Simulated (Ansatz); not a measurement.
# MgTiTe3 (built on the sites of a database entry of BaTiO3): a soft mode frozen in, part 2 of 3

Which phase does MgTiTe3 (built on the sites of a database entry of BaTiO3) fall into along its unstable mode, and how much energy does it gain?

Ansatz 0.2.0; DFT PBE+D3(BJ), scalar-relativistic, plane waves, PAW.

So far. Step 4 (The mode frozen in, largest atomic shift 0.22 Å): The run ends at a pressure of -0.23 GPa, with forces up to 0.15 eV/Å. Step 5 (Energy along the mode, all amplitudes (two of the runs …): The lowest of the steps tried is at 0.22 Å, 3.45 meV/atom below the parent; the bottom of the well need not coincide with a step.

The structure was built from a prototype and need not be the compound's stable phase.

## (6) Relaxation from the frozen mode

Starting from the lowest point found, all atoms and the cell are let go, so that strain and other modes of the same symmetry can join in.

input.yaml reads:

```yaml
crystal:
  lattice:
    - [5.4777658673, 0.0, 0.0]
    - [0.0, 5.4777658673, 0.0]
    - [0.0, 0.0, 5.4637026632]
  atoms:
    - { symbol: Mg, position: [0.0283990765, 0.0283990765, 0.7694008361] }
    - { symbol: Ti, position: [0.4820539482, 0.4820539482, 0.4898131398] }
    - { symbol: Te, position: [0.4830345049, 0.4830345049, 0.0402955509] }
    - { symbol: Te, position: [0.5275954762, -0.0093072216, 0.6217452365] }
    - { symbol: Te, position: [-0.0093072216, 0.5275954762, 0.6217452365] }
kpoints:
  mp_grid: { grid: [8, 8, 8] }
hamiltonian:
  xc: pbe
  dispersion: d3bj
scf:
  occupations: { method: methfessel_paxton, width: 0.2 }
output:
  forces: true
  stress: true
  eigenvalues: true
relax:
  adjacent_minimum: "off"
  f_tol: 0.002
  max_steps: 120
  cell: { stress_tol: 0.03 }
```

The run is started by

```sh
$ ansatz run input.yaml --threads 8 --pin off --max-ram 14336MiB --backend cpu --events-out ev --progress --plain --runs-dir out
```

Numbers of over 12 decimals in the logs are rounded to 6 here.

The log of the run:

```text
[...]
Crystal: 5 atoms, lattice volume = 163.943 Å³
Basis set: ecut = 420 eV, 3191 PW (Γ), exchange–correlation on 80×80×80 points (8 copies of the dense FFT grid, shifted against one another)
Bands: 42, of which v1, the nominal top of the filled ones, is band 35 counted from 1 (34 counted from 0)
Symmetry: 2 space group operations
[...]
k-points: 150 of 512 (time reversal used)
[...]
SCF iter   1: F=—  HF=-25366.924484 eV  |F-HF|=—  |Δ(HF+E_count)|=         —  Δρ=4.27e-3  dr2=2.49e-2  ethr=1.77e-3  ⟨swp⟩=7.0  Hψ=24850  notcnv=0
[...]
SCF iter   9: F=-25366.920525 eV  HF=-25366.920525 eV  |F-HF|=5.32e-9  |Δ(HF+E_count)|=   5.28e-8  S|Δr|=    0.00e0  Δρ=2.13e-6  dr2=1.37e-8  ethr=1.43e-10  ⟨swp⟩=8.4  Hψ=27513  notcnv=0
SCF 1 converged in 9 iterations: F = -25366.920525 eV  dr2 = 1.37e-8
[...]
relax step   1: F+E_penalty+E_count = -25366.92052455 eV  Δ(F+E_penalty+E_count) = +0.000e0 eV  max|allowed force component| = 1.407e-1 eV/Å  Δτ_max = 0.0000 Å  P = -0.227 GPa  Ω = 163.943 Å³  (9 SCF iters, dr2 threshold 1.00e-7 eV, accepted)
Crystal: 5 atoms, lattice volume = 162.533 Å³
Basis set: ecut = 420 eV, 3167 PW (Γ), exchange–correlation on 80×80×80 points (8 copies of the dense FFT grid, shifted against one another)
[...]
iter 1 solved again at ethr=2.76e-5 eV; its pass at ethr=3.10e-3 eV (dr2=1.93e-2 eV) is discarded
[...]
SCF iter   7: F=-25366.934207 eV  HF=-25366.934207 eV  |F-HF|=1.96e-8  |Δ(HF+E_count)|=   5.97e-7  S|Δr|=    0.00e0  Δρ=1.36e-5  dr2=2.34e-7  ethr=7.14e-10  ⟨swp⟩=5.4  Hψ=31105  notcnv=0
SCF 2 converged in 7 iterations: F = -25366.934207 eV  dr2 = 2.34e-7
relax step   2: F+E_penalty+E_count = -25366.93420672 eV  Δ(F+E_penalty+E_count) = -1.368e-2 eV  max|allowed force component| = 1.081e-1 eV/Å  Δτ_max = 0.0639 Å  P = +0.092 GPa  Ω = 162.533 Å³  energy of the carried Pulay correction = +1.419e-4 eV  (7 SCF iters, dr2 threshold 5.00e-7 eV, accepted)
Crystal: 5 atoms, lattice volume = 160.860 Å³
Basis set: ecut = 420 eV, 3131 PW (Γ), exchange–correlation on 80×80×80 points (8 copies of the dense FFT grid, shifted against one another)
[...]
SCF iter   8: F=-25366.951379 eV  HF=-25366.951378 eV  |F-HF|=3.13e-7  |Δ(HF+E_count)|=   1.69e-6  S|Δr|=    0.00e0  Δρ=8.79e-6  dr2=3.54e-7  ethr=7.14e-10  ⟨swp⟩=4.5  Hψ=29694  notcnv=0
SCF 3 converged in 8 iterations: F = -25366.951379 eV  dr2 = 3.54e-7
relax step   3: F+E_penalty+E_count = -25366.95137877 eV  Δ(F+E_penalty+E_count) = -1.717e-2 eV  max|allowed force component| = 8.646e-2 eV/Å  Δτ_max = 0.0765 Å  P = +0.228 GPa  Ω = 160.860 Å³  energy of the carried Pulay correction = +3.117e-4 eV  (8 SCF iters, dr2 threshold 5.00e-7 eV, accepted)
[... from here on, the SCF cycles and remarks between the steps are left out ...]
relax step   4: F+E_penalty+E_count = -25366.98782212 eV  Δ(F+E_penalty+E_count) = -3.644e-2 eV  max|allowed force component| = 3.043e-1 eV/Å  Δτ_max = 0.1950 Å  P = +0.396 GPa  Ω = 157.436 Å³  energy of the carried Pulay correction = +6.648e-4 eV  (9 SCF iters, dr2 threshold 4.67e-7 eV, accepted)
relax step   5: F+E_penalty+E_count = -25366.90287717 eV  Δ(F+E_penalty+E_count) = +8.494e-2 eV  max|allowed force component| = 5.696e-1 eV/Å  Δτ_max = 0.1940 Å  P = +1.058 GPa  Ω = 154.550 Å³  energy of the carried Pulay correction = +9.683e-4 eV  (7 SCF iters, dr2 threshold 5.00e-7 eV, rejected (line search))
relax step   6: F+E_penalty+E_count = -25367.01581350 eV  Δ(F+E_penalty+E_count) = -2.799e-2 eV  max|allowed force component| = 2.453e-1 eV/Å  Δτ_max = 0.0970 Å  P = -0.264 GPa  Ω = 158.988 Å³  energy of the carried Pulay correction = +5.038e-4 eV  (11 SCF iters, accepted)
relax step   7: F+E_penalty+E_count = -25367.01978887 eV  Δ(F+E_penalty+E_count) = -3.975e-3 eV  max|allowed force component| = 1.943e-1 eV/Å  Δτ_max = 0.1000 Å  P = +0.497 GPa  Ω = 158.588 Å³  energy of the carried Pulay correction = +5.452e-4 eV  (7 SCF iters, dr2 threshold 5.00e-7 eV, accepted)
relax step   8: F+E_penalty+E_count = -25367.02575191 eV  Δ(F+E_penalty+E_count) = -5.963e-3 eV  max|allowed force component| = 4.828e-2 eV/Å  Δτ_max = 0.0297 Å  P = +0.333 GPa  Ω = 159.742 Å³  energy of the carried Pulay correction = +4.262e-4 eV  (6 SCF iters, dr2 threshold 5.00e-7 eV, accepted)
relax step   9: F+E_penalty+E_count = -25367.02762303 eV  Δ(F+E_penalty+E_count) = -1.871e-3 eV  max|allowed force component| = 5.622e-2 eV/Å  Δτ_max = 0.0288 Å  P = -0.020 GPa  Ω = 160.442 Å³  energy of the carried Pulay correction = +3.544e-4 eV  (6 SCF iters, dr2 threshold 4.23e-7 eV, accepted)
relax step  10: F+E_penalty+E_count = -25367.02795740 eV  Δ(F+E_penalty+E_count) = -3.344e-4 eV  max|allowed force component| = 2.685e-2 eV/Å  Δτ_max = 0.0107 Å  P = -0.014 GPa  Ω = 160.340 Å³  energy of the carried Pulay correction = +3.649e-4 eV  (5 SCF iters, dr2 threshold 1.98e-7 eV, accepted)
relax step  11: F+E_penalty+E_count = -25367.02805797 eV  Δ(F+E_penalty+E_count) = -1.006e-4 eV  max|allowed force component| = 5.911e-3 eV/Å  Δτ_max = 0.0061 Å  P = -0.001 GPa  Ω = 160.398 Å³  energy of the carried Pulay correction = +3.589e-4 eV  (6 SCF iters, dr2 threshold 4.50e-8 eV, accepted)
relax step  12: F+E_penalty+E_count = -25367.02810736 eV  Δ(F+E_penalty+E_count) = -4.940e-5 eV  max|allowed force component| = 3.804e-3 eV/Å  Δτ_max = 0.0026 Å  P = +0.003 GPa  Ω = 160.455 Å³  energy of the carried Pulay correction = +3.531e-4 eV  (6 SCF iters, dr2 threshold 2.30e-9 eV, accepted)
relax step  13: F+E_penalty+E_count = -25367.02813941 eV  Δ(F+E_penalty+E_count) = -3.204e-5 eV  max|allowed force component| = 3.787e-3 eV/Å  Δτ_max = 0.0043 Å  P = +0.003 GPa  Ω = 160.538 Å³  energy of the carried Pulay correction = +3.446e-4 eV  (7 SCF iters, dr2 threshold 9.04e-10 eV, accepted)
relax step  14: F+E_penalty+E_count = -25367.02815941 eV  Δ(F+E_penalty+E_count) = -2.000e-5 eV  max|allowed force component| = 2.215e-3 eV/Å  Δτ_max = 0.0029 Å  P = +0.003 GPa  Ω = 160.579 Å³  energy of the carried Pulay correction = +3.403e-4 eV  (6 SCF iters, dr2 threshold 8.96e-10 eV, accepted)
relax step  15: F+E_penalty+E_count = -25367.02817493 eV  Δ(F+E_penalty+E_count) = -1.552e-5 eV  max|allowed force component| = 2.606e-3 eV/Å  Δτ_max = 0.0085 Å  P = +0.001 GPa  Ω = 160.736 Å³  energy of the carried Pulay correction = +3.243e-4 eV  (8 SCF iters, dr2 threshold 3.07e-10 eV, accepted)
relax step  16: F+E_penalty+E_count = -25367.02817562 eV  Δ(F+E_penalty+E_count) = -6.948e-7 eV  max|allowed force component| = 9.736e-4 eV/Å  Δτ_max = 0.0010 Å  P = -0.001 GPa  Ω = 160.758 Å³  energy of the carried Pulay correction = +3.220e-4 eV  (6 SCF iters, dr2 threshold 4.25e-10 eV, accepted)
Basis set: ecut = 420 eV, 3119 PW (Γ), exchange–correlation on 72×72×80 points (8 copies of the dense FFT grid, shifted against one another)
[...]
SCF iter   8: F=-25367.027922 eV  HF=-25367.027922 eV  |F-HF|=1.09e-11  |Δ(HF+E_count)|=  6.18e-11  S|Δr|=    0.00e0  Δρ=3.02e-8  dr2=1.69e-12  ethr=1.00e-12  ⟨swp⟩=6.5  Hψ=31032  notcnv=0
SCF 17 converged in 8 iterations: F = -25367.027922 eV  dr2 = 1.69e-12
relax step  17: F+E_penalty+E_count = -25367.02792157 eV  Δ(F+E_penalty+E_count) = +2.540e-4 eV  max|allowed force component| = 9.098e-4 eV/Å  Δτ_max = 0.0000 Å  P = -0.002 GPa  Ω = 160.758 Å³  stress off target by 5.40e-3 GPa  SCF on the basis re-selected at this cell (its energy is not comparable with the rows above)  (8 SCF iters)
basis re-selected at this cell: Δ(F+E_penalty+E_count) = +2.540e-4 eV, ΔP = -0.001 GPa vs the last step (what re-selecting the basis moved, of the pressure what is left beyond the Pulay correction that the steps carried, after the strain that the cell walked since its last selection, with what the two solves' SCF thresholds leave and, on support functions, any second-order correction that the steps lacked; it is no measure of the basis error at this ecutwfc). The dense FFT grid was sized anew with the basis: this SCF ran on 36×36×40 points, the steps before it on 40×40×40, so part of this shift can come from that change (see relax.cell in the input reference). [rest of the remark cut]
SCF converged after 8 iterations
[...]
Free energy (F): -25367.027922 eV
[...]
Internal energy: -25367.034441 eV  (E = F + TS)
E sigma→0 (E₀):  -25367.029551 eV
Entropy (-TS):   0.006519 eV (1.304 meV/atom)
Fermi energy:    7.159822 eV
[...]
--- Forces (eV/Å), atoms counted from 1 ---
  atom   1  Mg     0.00015398     0.00015398    -0.00058257
  atom   2  Ti     0.00045472     0.00045472    -0.00012345
  atom   3  Te    -0.00006455    -0.00006455     0.00061869
  atom   4  Te     0.00036566    -0.00090979     0.00004383
  atom   5  Te    -0.00090979     0.00036566     0.00004383
  max |Σ_I F_I| component: 3.33e-7 eV/Å
--- Stress (GPa, compression-positive) ---
       -0.002838       0.002565      -0.000376
        0.002565      -0.002838      -0.000376
       -0.000376      -0.000376       0.000198
  P = ⅓ Tr σ = -0.0018 GPa (-0.018 kbar)
--- Band table (eV; the first three rows and the last of 150) ---
  k-point 0: bands = [... 31 lower, 5.7907, 5.9714, 6.2247, 6.3047, 6.9656, 8.0834, 8.2198, 8.3355, ... 3 higher]
  k-point 1: bands = [... 31 lower, 5.6963, 5.8776, 6.2358, 6.3385, 6.9342, 8.0385, 8.2488, 8.5036, ... 3 higher]
  k-point 2: bands = [... 31 lower, 5.3678, 5.8009, 6.1548, 6.4429, 6.9677, 7.9916, 8.3203, 8.6047, ... 3 higher]
  k-point 149: bands = [... 31 lower, 4.9185, 5.9667, 7.3333, 7.6925, 7.8205, 8.0035, 8.1066, 9.4020, ... 3 higher]
--- Relaxed structure (16 steps of the walk, 15 accepted, 1 SCFs on fresh bases) ---
  F+E_penalty+E_count = -25367.02792157 eV   max|allowed force component| = 9.098e-4 eV/Å   (the final SCF, on the basis selected at the relaxed cell)
  cell:  # Å, volume = 160.7585 Å³
    - [5.362817, -0.267427, -0.070631]
    - [-0.267427, 5.362817, -0.070631]
    - [-0.070449, -0.070449, 5.605579]
  atoms:
    - { symbol: Mg, position: [0.068505, 0.068505, 0.795489] }
    - { symbol: Ti, position: [0.470551, 0.470551, 0.503192] }
    - { symbol: Te, position: [0.424860, 0.424860, 0.053058] }
    - { symbol: Te, position: [0.561074, -0.013215, 0.595630] }
    - { symbol: Te, position: [-0.013215, 0.561074, 0.595630] }
```

Wall time 3.6 min (8 threads of Arm Neoverse V2, shared host); peak memory 1.2 GiB.

Step by step:

| step | energy less that of the first step (eV) | largest force component (eV/Å) | pressure (GPa) | volume (Å³) |
| --- | --- | --- | --- | --- |
| 1 | 0.0000 | 0.1407 | -0.23 | 163.94 |
| 2 | -0.0137 | 0.1081 | 0.09 | 162.53 |
| 3 | -0.0309 | 0.0865 | 0.23 | 160.86 |
| 4 | -0.0673 | 0.3043 | 0.40 | 157.44 |
| 5 | 0.0176 | 0.5696 | 1.06 | 154.55 |
| 6 | -0.0953 | 0.2453 | -0.26 | 158.99 |
| 7 | -0.0993 | 0.1943 | 0.50 | 158.59 |
| 8 | -0.1052 | 0.0483 | 0.33 | 159.74 |
| 9 | -0.1071 | 0.0562 | -0.02 | 160.44 |
| 10 | -0.1074 | 0.0268 | -0.01 | 160.34 |
| 11 | -0.1075 | 0.0059 | 0.00 | 160.40 |
| 12 | -0.1076 | 0.0038 | 0.00 | 160.45 |
| 13 | -0.1076 | 0.0038 | 0.00 | 160.54 |
| 14 | -0.1076 | 0.0022 | 0.00 | 160.58 |
| 15 | -0.1076 | 0.0026 | 0.00 | 160.74 |
| 16 | -0.1077 | 0.0010 | 0.00 | 160.76 |
| 17* | -0.1074 | 0.0009 | 0.00 | 160.76 |

Relaxation steps marked * repeat the geometry before them on a plane-wave basis chosen anew for their cell, so energy and pressure can jump there. Relaxation step 5 was tried and not accepted.

Forces are held to the 2 operations that the run works with; a distortion that breaks them can't arise in this run.

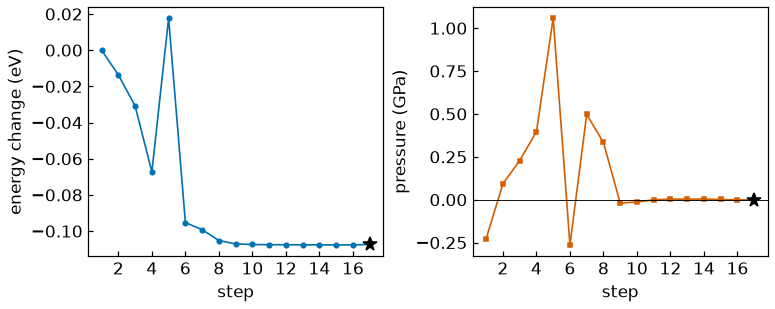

Energy and pressure along the relaxation. Stars mark steps on a basis chosen anew.

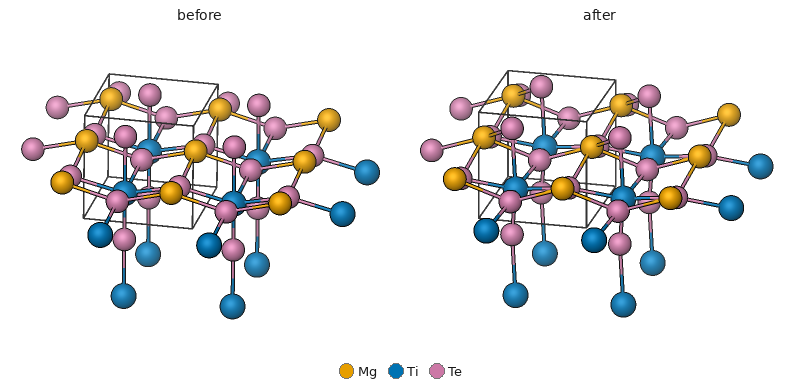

Before and after, at one scale.

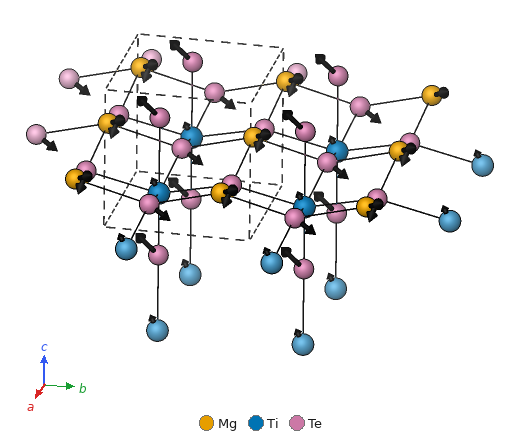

Displacements in the relaxation, exaggerated, measured against the changing cell; the longest in the cell stands for 0.43 Å. 2×2×1 cells are drawn. Some periodic images of atoms are drawn too.

| cell as run | before | after | change |
| --- | --- | --- | --- |
| a (Å) | 5.478 | 5.370 | -2.0 % |
| b (Å) | 5.478 | 5.370 | -2.0 % |
| c (Å) | 5.464 | 5.606 | +2.6 % |
| α (°) | 90.00 | 91.44 | +1.6 % |
| β (°) | 90.00 | 91.44 | +1.6 % |
| γ (°) | 90.00 | 95.70 | +6.3 % |
| volume (Å³/atom) | 32.79 | 32.15 | -1.9 % |

The atoms that moved most (Å, as changes of fractional coordinates times the final cell):

| atom | dx | dy | dz | length |
| --- | --- | --- | --- | --- |
| Te3 | -0.297 | -0.297 | 0.080 | 0.428 |
| Mg1 | 0.203 | 0.203 | 0.141 | 0.319 |
| Te4 | 0.182 | -0.028 | -0.148 | 0.237 |
| Te5 | -0.028 | 0.182 | -0.148 | 0.237 |
| Ti2 | -0.060 | -0.060 | 0.077 | 0.114 |

Final coordinates:

```cif
data_structure
_symmetry_space_group_name_H-M 'P 1'
_symmetry_Int_Tables_number 1
_cell_length_a 5.3699
_cell_length_b 5.3699
_cell_length_c 5.6065
_cell_angle_alpha 91.437
_cell_angle_beta 91.437
_cell_angle_gamma 95.699
_cell_volume 160.76
loop_
_atom_site_label
_atom_site_type_symbol
_atom_site_fract_x
_atom_site_fract_y
_atom_site_fract_z
_atom_site_occupancy
Mg1 Mg 0.06851 0.06851 0.79549 1
Ti2 Ti 0.47055 0.47055 0.50319 1
Te3 Te 0.42486 0.42486 0.05306 1
Te4 Te 0.56107 0.98679 0.59563 1
Te5 Te 0.98679 0.56107 0.59563 1
```

This step gave:

* pressure: -0.001826 GPa
* volume per atom: 32.15 Å³

The distorted start has space group Cm; the relaxation ends in Cm.

## (7) The new phase in its own primitive cell

The relaxed structure is symmetrised, reduced to its primitive cell and relaxed tightly, as its phonons need.

input.yaml reads:

```yaml
crystal:
  lattice:
    - [3.6036770263, -3.981183806, 0.0]
    - [3.6036770263, 3.981183806, 0.0]
    - [-0.209477975, 0.0, 5.602549979]
  atoms:
    - { symbol: Mg, position: [0.0685050629, 0.0685050629, 0.7954891263] }
    - { symbol: Ti, position: [0.4705514631, 0.4705514631, 0.5031924578] }
    - { symbol: Te, position: [0.4248601105, 0.4248601105, 0.0530579964] }
    - { symbol: Te, position: [0.5610738987, 0.986785249, 0.5956302097] }
    - { symbol: Te, position: [0.986785249, 0.5610738987, 0.5956302097] }
kpoints:
  mp_grid: { grid: [8, 8, 6] }
hamiltonian:
  xc: pbe
  dispersion: d3bj
scf:
  occupations: { method: methfessel_paxton, width: 0.2 }
output:
  forces: true
  stress: true
  eigenvalues: true
relax:
  adjacent_minimum: "off"
  f_tol: 0.001
  max_steps: 60
  cell: { stress_tol: 0.01 }
```

The log of the run:

```text
[...]
Crystal: 5 atoms, lattice volume = 160.758 Å³
Basis set: ecut = 420 eV, 3119 PW (Γ), exchange–correlation on 72×72×80 points (8 copies of the dense FFT grid, shifted against one another)
Bands: 42, of which v1, the nominal top of the filled ones, is band 35 counted from 1 (34 counted from 0)
Symmetry: 2 space group operations
[...]
cell:  # Å, volume = 161.3112 Å³
    - [3.601834, -3.973129, -0.00962684]
    - [3.601834, 3.973129, -0.00962684]
    - [-0.224337, 2.469788915726916e-18, 5.636694]
  atoms:
    - { symbol: Mg, position: [0.069096, 0.069096, 0.796059] }
    - { symbol: Ti, position: [0.469560, 0.469560, 0.500779] }
    - { symbol: Te, position: [0.426304, 0.426304, 0.053464] }
    - { symbol: Te, position: [0.560187, 0.986629, 0.596349] }
    - { symbol: Te, position: [0.986629, 0.560187, 0.596349] }
[key lines of the parts left out:]
SCF converged after 8 iterations
Free energy (F): -25367.026088 eV
Fermi energy:    7.116159 eV
P = ⅓ Tr σ = 0.0022 GPa (0.022 kbar)
```

Wall time 81 s (8 threads); peak memory 1 GiB.

Step by step:

| step | energy less that of the first step (eV) | largest force component (eV/Å) | pressure (GPa) | volume (Å³) |
| --- | --- | --- | --- | --- |
| 1 | 0.0000 | 0.0085 | 0.01 | 160.76 |
| 2 | 0.0000 | 0.0020 | 0.00 | 160.83 |
| 3 | 0.0000 | 0.0071 | 0.00 | 160.95 |
| 4 | 0.0000 | 0.0078 | 0.00 | 161.12 |
| 5 | 0.0000 | 0.0054 | -0.01 | 161.33 |
| 6 | 0.0000 | 0.0072 | 0.01 | 161.36 |
| 7 | -0.0001 | 0.0011 | 0.00 | 161.28 |
| 8 | -0.0001 | 0.0006 | 0.00 | 161.31 |
| 9* | -0.0001 | 0.0006 | 0.00 | 161.31 |

Relaxation steps marked * repeat the geometry before them on a plane-wave basis chosen anew for their cell, so energy and pressure can jump there. Relaxation step 6 was tried and not accepted.

Forces are held to the 2 operations that the run works with; a distortion that breaks them can't arise in this run.

| cell as run | before | after | change |
| --- | --- | --- | --- |
| a (Å) | 5.370 | 5.363 | -0.1 % |
| b (Å) | 5.370 | 5.363 | -0.1 % |
| c (Å) | 5.606 | 5.641 | +0.6 % |
| α (°) | 91.44 | 91.63 | +0.2 % |
| β (°) | 91.44 | 91.63 | +0.2 % |
| γ (°) | 95.70 | 95.61 | -0.1 % |
| volume (Å³/atom) | 32.15 | 32.26 | +0.3 % |

The atoms that moved most (Å, as changes of fractional coordinates times the final cell):

| atom | dx | dy | dz | length |
| --- | --- | --- | --- | --- |
| Ti2 | -0.007 | 0.000 | -0.014 | 0.015 |
| Te3 | 0.010 | 0.000 | 0.002 | 0.011 |
| Te5 | -0.004 | -0.003 | 0.004 | 0.006 |
| Te4 | -0.004 | 0.003 | 0.004 | 0.006 |
| Mg1 | 0.004 | 0.000 | 0.003 | 0.005 |

Final coordinates:

```cif
data_structure
_symmetry_space_group_name_H-M 'P 1'
_symmetry_Int_Tables_number 1
_cell_length_a 5.3627
_cell_length_b 5.3627
_cell_length_c 5.6412
_cell_angle_alpha 91.633
_cell_angle_beta 91.633
_cell_angle_gamma 95.612
_cell_volume 161.31
loop_
_atom_site_label
_atom_site_type_symbol
_atom_site_fract_x
_atom_site_fract_y
_atom_site_fract_z
_atom_site_occupancy
Mg1 Mg 0.06910 0.06910 0.79606 1
Ti2 Ti 0.46956 0.46956 0.50078 1
Te3 Te 0.42630 0.42630 0.05346 1
Te4 Te 0.56019 0.98663 0.59635 1
Te5 Te 0.98663 0.56019 0.59635 1
```

Numbers from this step:

```
pressure        : 0.002177 GPa
volume per atom : 32.26 Å³
```

The largest force component left is 0.62 meV/Å and the pressure is 0.002 GPa, within the tolerances set. The cell now holds 32.26 Å³/atom.

(Part 2 of 3 ends here.)

[Logs are printed without paths, hosts, clocks, repeated set-up lines and the standing remarks that a program may print on its own settings, such as how far it seeks lower states.]

[Hosts, paths, dates, database ids (printed as entryN), source tags and the programs' standing remarks are cut or masked in the printed files.]
